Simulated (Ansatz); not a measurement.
Os (fcc, Cu type)

```
Os
1.0
    0.00000     1.91027     1.91027
    1.91027     0.00000     1.91027
    1.91027     1.91027     0.00000
Os
1
Direct
  0.00000   0.00000   0.00000
```

Equation-of-state scan: isotropic scaling of the cell above, V₀ being its volume. Symmetry pins the atoms to their sites.

Computed with PBEsol (plane waves to 420 eV, PAW, scalar-relativistic; Ansatz, a program for electronic structure). k mesh 21×21×21 (Γ-centred), Fermi-Dirac smearing 0.05 eV. Energies are smeared free energies. Os is run without spin polarisation. Os was relaxed with its symmetry unable to fall. Spin-orbit coupling is left out, though Os is heavy. This is one of several known forms of Os; the measured ambient cells at hand have space group No. 194. ΔE is measured from the relaxed starting cell.

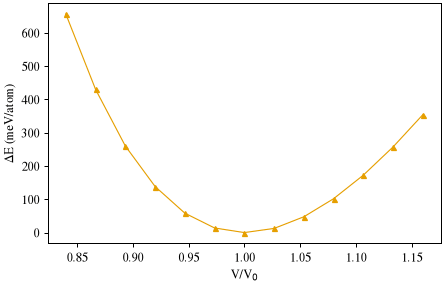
ΔE (meV/atom) against V/V₀; one marker a computed point.

### Question
What is ΔE at V/V₀ = 0.840?

### Answer
About 660 meV/atom.

### Question
What is ΔE at V/V₀ = 1.160?

### Answer
About 350 meV/atom.

### Question
What bulk modulus B₀ follows from a third-order Birch-Murnaghan fit?

### Answer
About 420 GPa.

(A scan under strain: stresses follow from slopes of the energy per volume, elastic moduli from its curvatures.)
